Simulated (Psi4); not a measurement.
Intermolecular potential of C2H4 ··· CS2 (SMILES C=C and S=C=S). Monomers: optimised at B3LYP-D3(BJ) (def2-TZVP), held rigid. Orientation: lowest of the rigid-body minima from ten starts at GFN2-xTB. R is the distance of the centres of mass, along which the second monomer moves.

Calculation: SAPT0/jun-cc-pVDZ, frozen core run with Psi4.

Components in kJ/mol:

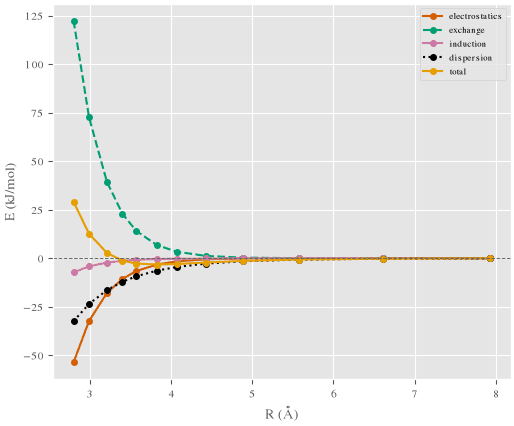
Fig. 1. Components of the interaction energy.

```csv
R / Å,electrostatics,exchange,induction,dispersion,total
2.80,-53.61,122.34,-7.28,-32.39,29.06
2.99,-32.34,72.65,-4.18,-23.54,12.59
3.21,-17.90,39.32,-2.26,-16.43,2.73
3.40,-10.66,22.96,-1.34,-12.15,-1.19
3.57,-6.65,14.11,-0.84,-9.34,-2.72
3.82,-3.28,6.87,-0.42,-6.44,-3.27
4.07,-1.59,3.34,-0.21,-4.50,-2.97
4.43,-0.54,1.18,-0.09,-2.76,-2.21
4.89,-0.10,0.30,-0.04,-1.54,-1.38
5.57,0.03,0.03,-0.01,-0.71,-0.66
6.61,0.04,0.00,0.00,-0.25,-0.22
7.92,0.02,0.00,0.00,-0.09,-0.06
```
